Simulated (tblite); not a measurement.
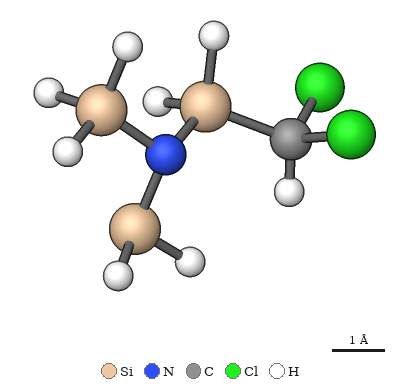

Starting structure of CH8Cl2NSi3 (multiplicity 2). The picture is a ball-and-stick view, seen at a tilt.

These are results of GFN2-xTB geometry optimisation, gas phase (tblite 0.8.0), not measurements.

```xyz
15

Si   -1.1602   -1.5920    0.1718
N    -0.6969   -0.0010    0.5350
Si   -1.9430    1.0486    0.1482
Si    0.7249    0.4296   -0.3087
C     2.2989   -0.3496    0.3280
Cl    2.6616    0.2394    1.9572
Cl    3.6360    0.0814   -0.7855
H     0.0193   -2.4687    0.3227
H    -2.1577   -2.0281    1.1795
H    -2.2547    0.9737   -1.3033
H    -3.1736    0.6853    0.9030
H    -1.5883    2.4341    0.5184
H     0.8643    1.9032   -0.2544
H     0.5182    0.0819   -1.7387
H     2.2467   -1.4298    0.3624
```

Where does the relaxation end?

The energy falls by 0.686 eV in 168 geometry steps. The largest move after the best rigid fit is that of H9, 1.89 Å. By element the largest moves are H 1.89 Å, Cl 1.13 Å, Si 0.83 Å, N 0.44 Å, C 0.36 Å. Near-neighbour distances that change, for instance: N2–Si3 1.675 → 1.752 Å, Si1–N2 1.696 → 1.764 Å, Si4–C5 1.868 → 1.916 Å, Si3–H10 1.486 → 1.461 Å. Bond angles that change, for instance: Si1–N2–Si4 111.0° → 125.8°, Si1–N2–Si3 109.6° → 119.0°, H8–Si1–H9 107.0° → 115.7°. Cost: 1.8 s on 1 thread of Arm Neoverse V1, on a shared host.

History of the run:

| step | E − E(0), eV |
| --- | --- |
| 0 | 0.0000 |
| 1 | -0.2481 |
| 2 | -0.3006 |
| 3 | -0.3361 |
| 4 | -0.3856 |
| 5 | -0.4228 |
| 6 | -0.4493 |
| 7 | -0.4600 |
| 8 | -0.4711 |
| 9 | -0.4920 |
| 10 | -0.5185 |
| 18 | -0.5987 |
| 27 | -0.6202 |
| 35 | -0.6300 |
| 43 | -0.6376 |
| 52 | -0.6408 |
| 60 | -0.6465 |
| 68 | -0.6492 |
| 77 | -0.6508 |
| 85 | -0.6511 |
| 93 | -0.6516 |
| 101 | -0.6585 |
| 110 | -0.6665 |
| 118 | -0.6705 |
| 126 | -0.6709 |
| 135 | -0.6714 |
| 143 | -0.6734 |
| 151 | -0.6807 |
| 160 | -0.6853 |
| 168 | -0.6859 |

Final geometry:

```xyz
15

Si   -1.0151   -1.5242    0.9856
N    -0.7877   -0.0118    0.1058
Si   -2.1812    0.9978   -0.2238
Si    0.7246    0.6506   -0.3839
C     2.1333   -0.5589    0.0887
Cl    2.1934   -0.7837    1.8420
Cl    3.6522    0.1601   -0.4672
H    -0.0977   -2.5398    0.4756
H    -0.9510   -1.2781    2.4216
H    -2.2473    1.2114   -1.6679
H    -3.3349    0.2662    0.2860
H    -2.0067    2.2870    0.4441
H     1.0326    1.8931    0.3224
H     0.7982    0.7894   -1.8396
H     2.0828   -1.5509   -0.3539
```

The end point in the same view:

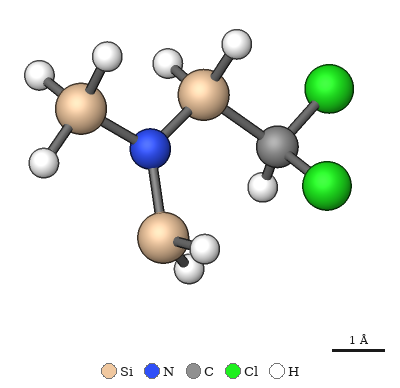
